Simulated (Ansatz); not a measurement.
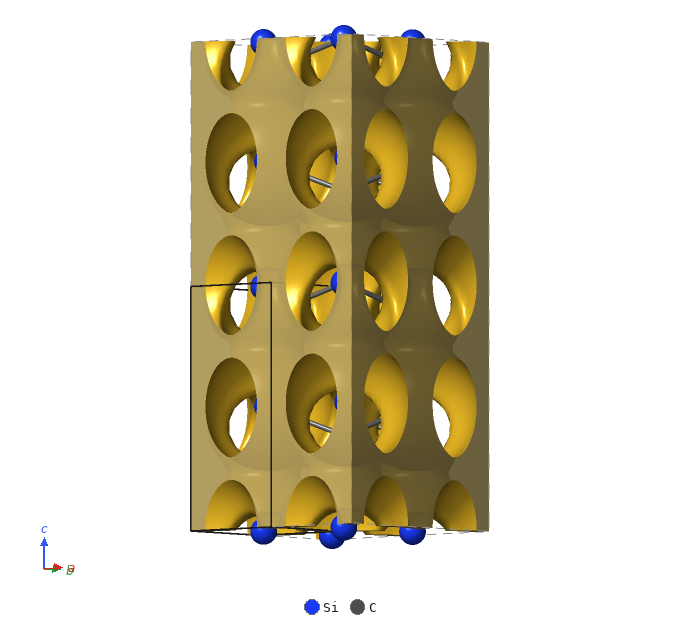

The yellow surface encloses the points that the centre of a probe sphere of radius 0.20 Å can occupy in SiC in space group P6_3mc, computed on a grid of about 0.13 Å (2×2×2 cells shown, view from a free direction; pale faces close the region where the box cuts it).

The atoms' radii are covalent radii (Cordero): Si 1.11 Å, C 0.76 Å.

The cell is taken from the geometry relaxed (final pressure about 8 GPa) with DFT LDA, scalar-relativistic, plane waves, PAW (Ansatz 0.2.0).

Space group P6_3mc (No. 186). a = 3.024 Å, b = 3.024 Å, c = 4.961 Å, α = 90.00°, β = 90.00°, γ = 120.00°
| atom | site | symmetry | x | y | z |
| --- | --- | --- | --- | --- | --- |
| Si | 2b | 3m. | 0.3333 | 0.6667 | 0.0046 |
| C | 2b | 3m. | 0.3333 | 0.6667 | 0.3804 |

### Do these regions connect?

Where they connect, they form a three-dimensional network.

### What share of the cell can the probe's centre reach?

About 39 % of the volume (15 Å³ of 39.3 Å³).

### Give the largest included and the largest free sphere.

The largest sphere that fits anywhere has a diameter of 2.06 Å; the largest that can travel through the crystal, about 1.3 Å.

### How does the connectivity change as the probe shrinks?

Below a radius of about 0.64 Å the space forms a three-dimensional network. These are grid estimates, good to about 0.05 Å.
